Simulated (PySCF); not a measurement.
## Electronic structure of C2H2BrGa (SMILES C#[C][GaH][Br]) in real space

Input

```
{"job": {"kind": "uv", "xc": "wB97X-D", "basis": "def2-SVPD", "nstates": 8, "ntriplets": 3}, "charge": 0, "multiplicity": 1}
C      1.915028     0.175173    -0.037775
C      0.709138     0.173221     0.032799
Ga    -1.240563     0.066554     0.100100
Br    -2.234394    -1.838769    -0.637272
H      2.968984     0.196435    -0.087806
H     -2.115071     1.229377     0.634677
```

Launched as:

```sh
OMP_NUM_THREADS=1 python probes_run.py task.json out
```

Geometry: GFN2-xTB.

Level of theory: PySCF 2.14.0, wB97X-D/def2-SVPD, SCF density, gas phase.

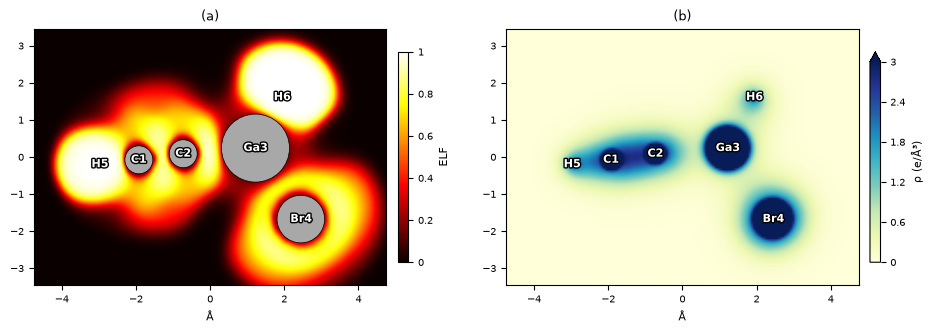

Figure 1. (a) ELF; (b) electron density on the molecular plane. Grey discs cover the atomic cores in the ELF map.

### Describe what can be read from this map.

The plane passes through C, Ga, Br and H nuclei.
C–C (1.21 Å): the density is about 2.7 e/Å³ at the midpoint; the ELF peaks at about 0.90 between the atoms (a multiple bond).
C–Ga (1.95 Å): ρ is about 0.77 e/Å³ halfway; the ELF peaks at about 0.95 in the valence shell of C, 0.7 Å from its nucleus, and is about 0.55 at the midpoint.
Ga–Br (2.27 Å): ρ at the midpoint is about 0.66 e/Å³; the ELF peaks at about 0.75 in the valence shell of Br, 1.0 Å from its nucleus, and is about 0.65 at the midpoint.
C–H (1.06 Å): ρ at the midpoint is about 2.1 e/Å³; the ELF climbs to about 1 towards the hydrogen, as it does in any bond to H; an ordinary covalent bond to hydrogen.
Ga–H (1.55 Å): the density is about 1 e/Å³ at the midpoint; the ELF climbs to about 1 towards the hydrogen.
The ELF also peaks beside Br4, away from the bonds: lone-pair regions.

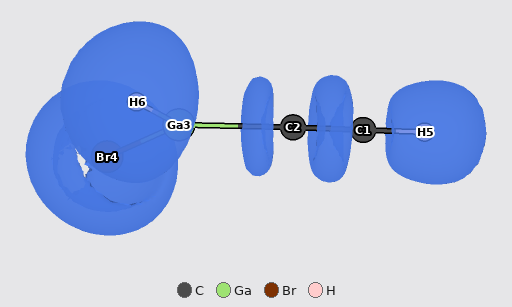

Figure 2. Isosurface of the ELF at 0.8 (blue), seen from one side. Core shells and regions of very low density are left out.

### Describe the localisation domains.

At this value the surface marks out one region between bonded C–C atoms (shared pairs), two regions around hydrogen nuclei, one lobe of the valence shell of C pointing towards Ga (polar bonds) and one ring or bowl of non-bonding electrons around Br.

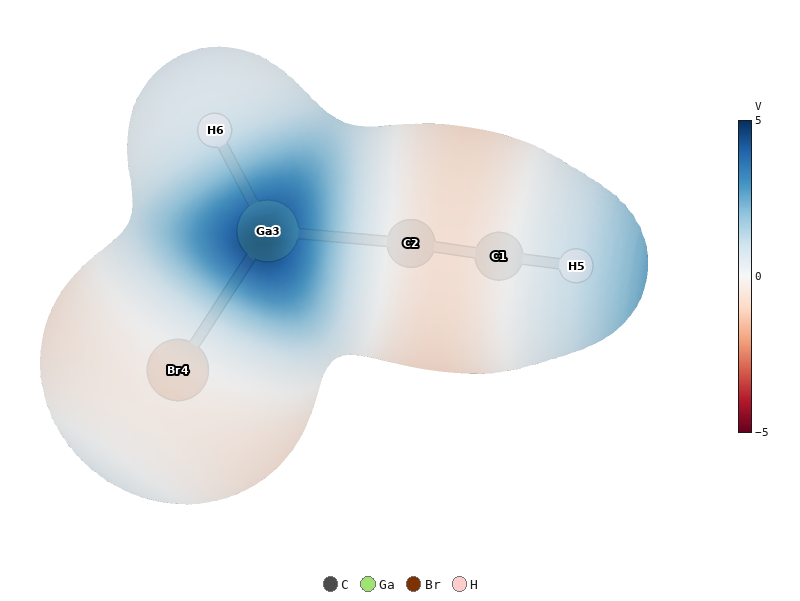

Figure 3. The electrostatic potential painted on the density surface at 0.004 e/bohr³, seen across its widest extent; the colour scale runs from red (negative) to blue (positive).

### Describe the electrostatic potential map.

The most negative region (about −0.8 V) lies over C1 and C2, the most positive (about +4.4 V) over Ga3. Br4 shows a σ-hole: about +0.5 V at the tip opposite its bond, against about −0.4 V on its flanks.
